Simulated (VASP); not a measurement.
# MoPbO4 (Wulfenite) with r2SCAN: from relaxation to properties

Aim: relax MoPbO4 (Wulfenite), then compute properties on the relaxed cell. The steps: relaxing cell and atoms (r2SCAN), single point with fields (r2SCAN), bands along the symmetry lines (r2SCAN), density of states (r2SCAN), volume scan with r2SCAN, fit for r2SCAN and electric field gradients (r2SCAN). The start is a cell from a database of measured crystal structures.

Main program and level: VASP 6.6.1; r2SCAN; plane waves and PAW (Mo_sv, Pb_d, O).

## (1) Set-up

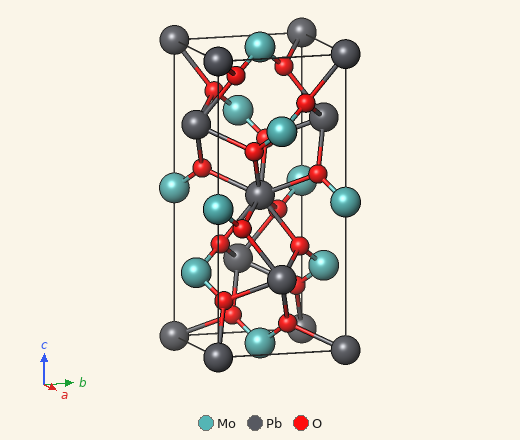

Start, viewed slightly off an axis; molybdenum teal, lead dark grey, oxygen red. This picture shows the conventional cell, with its axes. Some periodic images of atoms are drawn too.

## (2) Relaxing cell and atoms (r2SCAN)

Properties are meant for the cell that this level of theory prefers, so cell and atoms are relaxed first (ISIF = 3) until forces and stress are small; EDIFFG sets the threshold. r2SCAN adds the kinetic-energy density, costs more than a GGA and is run with LASPH.

INCAR reads:

```
SYSTEM = MoPbO4
PREC = Accurate
ENCUT = 520
EDIFF = 1E-06
NELM = 100
ISMEAR = 0
SIGMA = 0.05
LREAL = .FALSE.
ALGO = Normal
METAGGA = R2SCAN
LASPH = .TRUE.
NBANDS = 64
LORBIT = 11
LWAVE = .FALSE.
LCHARG = .FALSE.
KPAR = 8
IBRION = 2
NSW = 60
ISIF = 3
EDIFFG = -0.01
```

POSCAR reads:

```
MoPbO4
1.0
   -5.4312000000      0.0000000000      0.0000000000
    0.0000000000      5.4312000000      0.0000000000
    2.7156000000     -2.7156000000     -6.0532500000
Mo Pb O
2 2 8
Direct
    0.2500000000      0.7500000000      0.5000000000
    0.5000000000      0.5000000000      0.0000000000
    0.7500000000      0.2500000000      0.5000000000
    0.0000000000      0.0000000000      0.0000000000
    0.0959000000      0.6945000000      0.6622000000
    0.4445000000      0.8163000000      0.1622000000
    0.5663000000      0.9677000000      0.6622000000
    0.7177000000      0.3459000000      0.1622000000
    0.6541000000      0.5555000000      0.8378000000
    0.3055000000      0.4337000000      0.3378000000
    0.1837000000      0.2823000000      0.8378000000
    0.0323000000      0.9041000000      0.3378000000
```

KPOINTS reads:

```
Automatic mesh
0
Gamma
5 5 5
0 0 0
```

PAW data sets: Mo_sv, Pb_d and O (PBE family, release 64).

Command:

```bash
$ mpirun -np 8 vasp_std
```

The program printed:

```text
[banner, memory and clock lines left out]
running    8 mpi-ranks, on    1 nodes
 distrk:  each k-point on    1 cores,    8 groups
 distr:  one band on    1 cores,    1 groups

 POSCAR found type information on POSCAR MoPbO
 POSCAR found :  3 types and      12 ions
|                                                                             |
|           W    W    AA    RRRRR   N    N  II  N    N   GGGG   !!!           |
|           W    W   A  A   R    R  NN   N  II  NN   N  G    G  !!!           |
|           W    W  A    A  R    R  N N  N  II  N N  N  G       !!!           |
|           W WW W  AAAAAA  RRRRR   N  N N  II  N  N N  G  GGG   !            |
|           WW  WW  A    A  R   R   N   NN  II  N   NN  G    G                |
|           W    W  A    A  R    R  N    N  II  N    N   GGGG   !!!           |
|                                                                             |
|     For optimal performance we recommend to set                             |
|       NCORE = 2 up to number-of-cores-per-socket                            |
|     NCORE specifies how many cores store one orbital (NPAR=cpu/NCORE).      |
|     This setting can greatly improve the performance of VASP for DFT.       |
|     The default, NCORE=1 might be grossly inefficient on modern             |
|     multi-core architectures or massively parallel machines. Do your        |
|     Unfortunately you need to use the default for GW and RPA                |
|     calculations (for HF NCORE is supported but not extensively tested      |
|     yet).                                                                   |
|                                                                             |

|                                                                             |
|               ----> ADVICE to this user running VASP <----                  |
|                                                                             |
|     You enforced a specific xc type in the INCAR file but a different       |
|     [... a line on the potential file left out ...]
|     I HOPE YOU KNOW WHAT YOU ARE DOING!                                     |
|                                                                             |

 LDA part: xc-table for (None), standard interpolation
 POSCAR, INCAR and KPOINTS ok, starting setup
 FFT: planning ... GRIDC
 FFT: planning ... GRID_SOFT
 FFT: planning ... GRID
 WAVECAR not read
 entering main loop
       N       E                     dE             d eps       ncg     rms          rms(c)
DAV:   1     0.133695155280E+04    0.13370E+04   -0.54775E+04  2720   0.183E+03
DAV:   2    -0.573912566003E+02   -0.13943E+04   -0.13264E+04  2976   0.547E+02
DAV:   3    -0.279337426307E+03   -0.22195E+03   -0.21533E+03  3376   0.229E+02
DAV:   4    -0.292386801941E+03   -0.13049E+02   -0.12975E+02  3656   0.594E+01
DAV:   5    -0.292766597263E+03   -0.37980E+00   -0.37894E+00  3632   0.959E+00    0.923E+01
DAV:   6    -0.236605318969E+03    0.56161E+02   -0.98134E+01  3592   0.592E+01    0.114E+01
DAV:   7    -0.236653437843E+03   -0.48119E-01   -0.20334E+01  3072   0.237E+01    0.179E+01
DAV:   8    -0.236277715028E+03    0.37572E+00   -0.19393E+00  3632   0.835E+00    0.572E+00
DAV:   9    -0.236355356524E+03   -0.77641E-01   -0.31348E-01  3056   0.326E+00    0.214E+00
DAV:  10    -0.236351482661E+03    0.38739E-02   -0.34045E-02  3896   0.117E+00    0.330E-01
DAV:  11    -0.236353339244E+03   -0.18566E-02   -0.40595E-03  3600   0.417E-01    0.163E-01
DAV:  12    -0.236353410897E+03   -0.71653E-04   -0.61640E-04  3520   0.149E-01    0.645E-02
DAV:  13    -0.236353390367E+03    0.20531E-04   -0.73378E-05  3864   0.506E-02    0.124E-02
DAV:  14    -0.236353391066E+03   -0.69901E-06   -0.82461E-06  3040   0.145E-02
   1 F= -.23635339E+03 E0= -.23635339E+03  d E =-.236353E+03
 curvature:   0.00 expect dE= 0.000E+00 dE for cont linesearch  0.000E+00
 trial: gam= 0.00000 g(F)=  0.194E-01 g(S)=  0.316E-01 ort = 0.000E+00 (trialstep = 0.100E+01)
 search vector abs. value=  0.511E-01
 bond charge predicted
       N       E                     dE             d eps       ncg     rms          rms(c)
DAV:   1    -0.236579503058E+03   -0.22611E+00   -0.15088E+01  3240   0.282E+01    0.864E+00
DAV:   2    -0.236352807998E+03    0.22670E+00   -0.65534E-01  3120   0.608E+00    0.290E+00
DAV:   3    -0.236317886043E+03    0.34922E-01   -0.22077E-01  3416   0.287E+00    0.945E-01
DAV:   4    -0.236312656015E+03    0.52300E-02   -0.14427E-02  4000   0.883E-01    0.172E-01
DAV:   5    -0.236312328324E+03    0.32769E-03   -0.90746E-03  4144   0.587E-01    0.136E-01
DAV:   6    -0.236312262387E+03    0.65937E-04   -0.85897E-04  3032   0.136E-01    0.875E-02
DAV:   7    -0.236312239684E+03    0.22703E-04   -0.79948E-04  3936   0.149E-01    0.317E-02
DAV:   8    -0.236312220363E+03    0.19320E-04   -0.85585E-05  3568   0.532E-02    0.128E-02
DAV:   9    -0.236312216788E+03    0.35750E-05   -0.22065E-05  3648   0.333E-02    0.330E-03
DAV:  10    -0.236312217136E+03   -0.34716E-06   -0.25205E-06  2168   0.691E-03
   2 F= -.23631222E+03 E0= -.23631222E+03  d E =0.411739E-01
[... from here on, the cycles between the ionic steps are left out ...]
   3 F= -.23636028E+03 E0= -.23636028E+03  d E =-.688444E-02
   4 F= -.23636027E+03 E0= -.23636027E+03  d E =-.688342E-02
   5 F= -.23636121E+03 E0= -.23636121E+03  d E =-.936889E-03
   6 F= -.23636183E+03 E0= -.23636183E+03  d E =-.155845E-02
   7 F= -.23636185E+03 E0= -.23636185E+03  d E =-.157535E-02
   8 F= -.23636227E+03 E0= -.23636227E+03  d E =-.423490E-03
   9 F= -.23636274E+03 E0= -.23636274E+03  d E =-.893012E-03
  10 F= -.23636284E+03 E0= -.23636284E+03  d E =-.974479E-04
  11 F= -.23636309E+03 E0= -.23636309E+03  d E =-.346208E-03
  12 F= -.23636338E+03 E0= -.23636338E+03  d E =-.635446E-03
  13 F= -.23636316E+03 E0= -.23636316E+03  d E =-.414594E-03
  14 F= -.23636343E+03 E0= -.23636343E+03  d E =-.682758E-03
  15 F= -.23636345E+03 E0= -.23636345E+03  d E =-.260308E-04
  16 F= -.23636352E+03 E0= -.23636352E+03  d E =-.926124E-04
 curvature:  -0.46 expect dE=-0.569E-04 dE for cont linesearch -0.448E-04
 ZBRENT: increasing intervall
 opt :   1.2743  next Energy=  -236.363610 (dE=-0.185E-03)
 bond charge predicted
       N       E                     dE             d eps       ncg     rms          rms(c)
DAV:   1    -0.236363672552E+03   -0.15382E-03   -0.36280E-02  2696   0.964E-01    0.850E-02
DAV:   2    -0.236363631180E+03    0.41372E-04   -0.99829E-04  3528   0.192E-01    0.459E-02
DAV:   3    -0.236363613216E+03    0.17964E-04   -0.56564E-05  3552   0.435E-02    0.226E-02
DAV:   4    -0.236363607927E+03    0.52896E-05   -0.13071E-05  3704   0.292E-02    0.186E-02
DAV:   5    -0.236363606554E+03    0.13727E-05   -0.32532E-06  2472   0.122E-02    0.536E-03
DAV:   6    -0.236363606413E+03    0.14081E-06   -0.64237E-07  1680   0.581E-03
  17 F= -.23636361E+03 E0= -.23636361E+03  d E =-.180806E-03
 curvature:  -0.94 expect dE=-0.384E-04 dE for cont linesearch -0.213E-04
 trial: gam=-0.17183 g(F)=  0.120E-04 g(S)=  0.287E-04 ort = 0.768E-04 (trialstep = 0.357E+00)
 search vector abs. value=  0.220E-04
 reached required accuracy - stopping structural energy minimisation
```

Wall time 25 min (8 MPI ranks of Intel Xeon Platinum 8488C (Sapphire Rapids), shared host); peak memory 4 GiB; 3.3 h of CPU time.

The logs omit lines about the potential files and the build; timing stands in the text.

From OUTCAR (step 2):

```text
ion  position               nearest neighbor table
   1  0.250  0.750  0.500-   5 1.77  12 1.77  10 1.77   7 1.77
   2  0.500  0.500  0.000-   8 1.77   9 1.77   6 1.77  11 1.77
   3  0.750  0.250  0.500-   6 2.61   8 2.61   9 2.61  11 2.61   7 2.63  10 2.63   5 2.63  12 2.63
                             4 4.07   4 4.07   4 4.07   4 4.07
   4  0.000  0.000  0.000-   5 2.61   7 2.61  10 2.61  12 2.61   9 2.63   6 2.63  11 2.63   8 2.63
                             3 4.07   3 4.07   3 4.07   3 4.07
   5  0.096  0.694  0.662-   1 1.77   4 2.61   3 2.63
   6  0.444  0.816  0.162-   2 1.77   3 2.61   4 2.63
   7  0.566  0.968  0.662-   1 1.77   4 2.61   3 2.63
   8  0.718  0.346  0.162-   2 1.77   3 2.61   4 2.63
   9  0.654  0.556  0.838-   2 1.77   3 2.61   4 2.63
  10  0.306  0.434  0.338-   1 1.77   4 2.61   3 2.63
  11  0.184  0.282  0.838-   2 1.77   3 2.61   4 2.63
  12  0.032  0.904  0.338-   1 1.77   4 2.61   3 2.63

  LATTYP: Found a body centered tetragonal cell.
 ALAT       =     5.4312000000
 C/A-ratio  =     2.2290653999

 Subroutine GETGRP returns: Found  8 space group operations
 (whereof  4 operations were pure point group operations)

The static configuration has the point symmetry S_4 .
 The point group associated with its full space group is C_4h.

 Found     21 irreducible k-points:

   k-points           NKPTS =     21   k-points in BZ     NKDIM =     21   number of bands    NBANDS=     64

   dimension x,y,z NGX =    40 NGY =   40 NGZ =   54
   dimension x,y,z NGXF=    80 NGYF=   80 NGZF=  108

   ENCUT  =  520.0 eV  38.22 Ry    6.18 a.u.  10.10 10.10 13.33*2*pi/ulx,y,z

   NELECT =     104.0000    total number of electrons

 k-points in reciprocal lattice and weights: Automatic mesh
   0.00000000  0.00000000  0.00000000       0.008
   0.20000000  0.00000000  0.00000000       0.064
   0.40000000  0.00000000  0.00000000       0.064
   0.20000000  0.20000000  0.00000000       0.064
   0.40000000  0.20000000  0.00000000       0.064
   0.20000000  0.40000000  0.40000000       0.064
  -0.40000000  0.20000000  0.00000000       0.064
   0.20000000 -0.40000000  0.20000000       0.064
  -0.20000000  0.20000000  0.00000000       0.032
[...]
0.00000000  0.00000000  0.40000000       0.016
   0.20000000  0.00000000  0.40000000       0.032

 average (electrostatic) potential at core
       1 -83.9365       2 -83.9365       3 -98.2905       4 -98.2905       5 -74.4460
       6 -74.4460       7 -74.4460       8 -74.4460       9 -74.4460      10 -74.4460
      11 -74.4460      12 -74.4460

 E-fermi :   3.5351

 k-point     1 :       0.0000    0.0000    0.0000
  band No.  band energies     occupation
    ...
     48       2.0140      2.00000
     49       2.3616      2.00000
     50       2.4260      2.00000
     51       2.4260      2.00000
     52       2.5169      2.00000
     53       6.5767      0.00000
     54       6.9790      0.00000
     55       7.2660      0.00000
     56       7.4773      0.00000
     57       8.7334      0.00000
    ...

 k-point     2 :       0.2000    0.0000    0.0000
  band No.  band energies     occupation
    ...
     48       2.1333      2.00000
     49       2.2310      2.00000
     50       2.3153      2.00000
     51       2.3769      2.00000
     52       2.6458      2.00000
     53       6.6072      0.00000
     54       6.9675      0.00000
     55       7.1450      0.00000
     56       7.2117      0.00000
     57       8.3543      0.00000
    ...

 k-point     3 :       0.4000    0.0000    0.0000
  band No.  band energies     occupation
    ...
     48       1.9421      2.00000
     49       2.0889      2.00000
     50       2.1914      2.00000
     51       2.4526      2.00000
     52       3.0576      2.00000
     53       6.3599      0.00000
     54       6.9065      0.00000
     55       7.0571      0.00000
     56       7.1865      0.00000
     57       8.0908      0.00000
    ...

  Total       -0.0006024     -0.0006024      0.0844610      0.0000006     -0.0000000      0.0000000
  in kB       -0.0053748     -0.0053748      0.7536465      0.0000054     -0.0000000      0.0000000
  external PRESSURE =       0.2476323 kB  Pullay stress =       0.0000000 kB

  energy-cutoff  :      520.00
  volume of cell :      179.56
      direct lattice vectors                 reciprocal lattice vectors
    -5.460361401  0.000000180 -0.000000000    -0.183138061  0.000000006 -0.083025951
     0.000000180  5.460361401 -0.000000000     0.000000006  0.183138061 -0.083025951
     2.730180611 -2.730180791 -6.022213490     0.000000000 -0.000000000 -0.166051901

 POSITION                                       TOTAL-FORCE (eV/Angst)
 -----------------------------------------------------------------------------------
      0.00000      2.73018     -3.01111         0.000000     -0.000000      0.000000
     -0.00000      0.00000     -6.02221         0.000000     -0.000000      0.000000
     -2.73018      0.00000     -3.01111         0.000000     -0.000000      0.000000
      2.73018      2.73018     -6.02221         0.000000     -0.000000      0.000000
      1.27510      1.97148     -3.99391        -0.001451     -0.005148     -0.001570
     -1.97148      4.00528     -0.98280         0.005148     -0.001451     -0.001570
     -1.27510      3.48888     -3.99391         0.001451      0.005148     -0.001570
     -3.48888      1.45508     -0.98280        -0.005148      0.001451     -0.001570
     -1.27510      0.75870     -5.03941         0.001451      0.005148      0.001570
     -0.75870      1.45508     -2.02830        -0.005148      0.001451      0.001570
      1.27510     -0.75870     -5.03941        -0.001451     -0.005148      0.001570
      0.75870      4.00528     -2.02830         0.005148     -0.001451      0.001570
 -----------------------------------------------------------------------------------
    total drift:                                0.000000     -0.000000      0.000000

  FREE ENERGIE OF THE ION-ELECTRON SYSTEM (eV)
  ---------------------------------------------------
  free  energy   TOTEN  =      -236.3636064132 eV

  energy  without entropy=     -236.3636064132  energy(sigma->0) =     -236.36360641

 reached required accuracy - stopping structural energy minimisation

 total charge
# of ion       s       p       d       tot
------------------------------------------
    1        2.443   6.350   3.955  12.747
    2        2.443   6.350   3.955  12.747
    3        1.534   0.294   9.859  11.687
    4        1.534   0.294   9.859  11.687
    5        1.591   3.448   0.000   5.039
    6        1.591   3.448   0.000   5.039
    7        1.591   3.448   0.000   5.039
    8        1.591   3.448   0.000   5.039
    9        1.591   3.448   0.000   5.039
   10        1.591   3.448   0.000   5.039
   11        1.591   3.448   0.000   5.039
   12        1.591   3.448   0.000   5.039
--------------------------------------------------
tot         20.681  40.873  27.626  89.180

[... 3 further parts left out ...]
```

The gap is read on the k-mesh alone, so it is an upper bound where the band edges lie off the mesh. The PAW data sets were made with PBE, which is usual practice but a small mismatch for other functionals. The run keeps the 8 symmetry operations of its start, so it cannot find a distortion of lower symmetry.

Step by step:

| step | energy less that of the first step (eV) | largest force (eV/Å) | pressure (GPa) | volume (Å³) |
| --- | --- | --- | --- | --- |
| 1 | 0.0000 | 0.2243 | 1.43 | 178.56 |
| 2 | 0.0412 | 0.6792 | -3.32 | 182.01 |
| 3 | -0.0069 | 0.0447 | 0.07 | 179.49 |
| 4 | -0.0069 | 0.0406 | 0.10 | 179.47 |
| 5 | -0.0078 | 0.0282 | 0.05 | 179.72 |
| 6 | -0.0084 | 0.0286 | -0.05 | 180.07 |
| 7 | -0.0085 | 0.0311 | -0.05 | 180.14 |
| 8 | -0.0089 | 0.0231 | -0.13 | 180.09 |
| 9 | -0.0094 | 0.0590 | -0.31 | 179.97 |
| 10 | -0.0094 | 0.0552 | -0.29 | 179.94 |
| 11 | -0.0097 | 0.0442 | -0.23 | 179.83 |
| 12 | -0.0100 | 0.0236 | -0.06 | 179.61 |
| 13 | -0.0098 | 0.0254 | 0.26 | 179.17 |
| 14 | -0.0100 | 0.0134 | 0.04 | 179.48 |
| 15 | -0.0101 | 0.0115 | 0.05 | 179.48 |
| 16 | -0.0101 | 0.0094 | 0.03 | 179.51 |
| 17 | -0.0102 | 0.0056 | 0.02 | 179.56 |

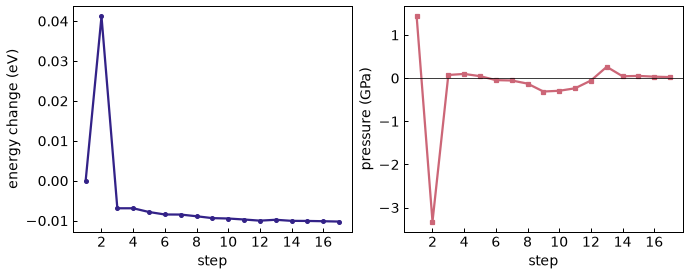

Energy and pressure along the relaxation.

| conventional cell, symmetrised | before | after | change |
| --- | --- | --- | --- |
| a (Å) | 5.431 | 5.460 | +0.5 % |
| b (Å) | 5.431 | 5.460 | +0.5 % |
| c (Å) | 12.107 | 12.044 | -0.5 % |
| volume (Å³/atom) | 14.88 | 14.96 | +0.6 % |

The atoms that moved most (Å, as changes of fractional coordinates times the final cell):

| atom | dx | dy | dz | length |
| --- | --- | --- | --- | --- |
| O8 | -0.013 | 0.009 | -0.006 | 0.017 |
| O10 | -0.013 | 0.009 | 0.006 | 0.017 |
| O11 | -0.009 | -0.013 | 0.006 | 0.017 |
| O7 | 0.009 | 0.013 | -0.006 | 0.017 |
| O6 | 0.013 | -0.009 | -0.006 | 0.017 |
| O12 | 0.013 | -0.009 | 0.006 | 0.017 |
| O5 | -0.009 | -0.013 | -0.006 | 0.017 |
| O9 | 0.009 | 0.013 | 0.006 | 0.017 |

Final coordinates:

```
Mo Pb O
1.0
    -5.46036    0.00000    0.00000
     0.00000    5.46036    0.00000
     2.73018   -2.73018   -6.02221
Mo Pb O
2 2 8
Direct
  0.25000 0.75000 0.50000
  0.50000 0.50000 0.00000
  0.75000 0.25000 0.50000
  0.00000 0.00000 0.00000
  0.09808 0.69265 0.66320
  0.44265 0.81512 0.16320
  0.56512 0.97055 0.66320
  0.72055 0.34808 0.16320
  0.65192 0.55735 0.83680
  0.30735 0.43488 0.33680
  0.18488 0.27945 0.83680
  0.02945 0.90192 0.33680
```

Numbers from this step:

```yaml
electrons: 104
bands: 64
irreducible_k_points: 21
symmetry_operations: 8
free_energy_toten: -236.3636 eV
fermi_energy: 3.535 eV
pressure: 0.02476 GPa
metallic: no
valence_top_at_k: -0.4, 0.4, 0
conduction_bottom_at_k: -0.4, 0, 0.2
least_direct_gap_at_k: -0.4, 0, 0.2
scf_cycles_over_all_ionic_steps: 115
gap_on_the_k_mesh: 3.027 eV
least_direct_gap_on_the_k_mesh: 3.187 eV
```

It ends with a largest force of 0.006 eV/Å and a pressure of 0.02 GPa. The volume lies +0.6 % from that of the database's start.

(Part 1 of 5 ends here.)

[Lines on the potential files, build, host, timing and source positions are cut from VASP's logs without a mark.]

[Logs are printed without paths, hosts, clocks, repeated set-up lines and the standing remarks that a program may print on its own settings, such as how far it seeks lower states.]

[Hosts, paths, dates, database ids (printed as entryN), source tags and the programs' standing remarks are cut or masked in the printed files.]

[A measured line is paired with the nearest computed mode of its activity, which favours agreement.]
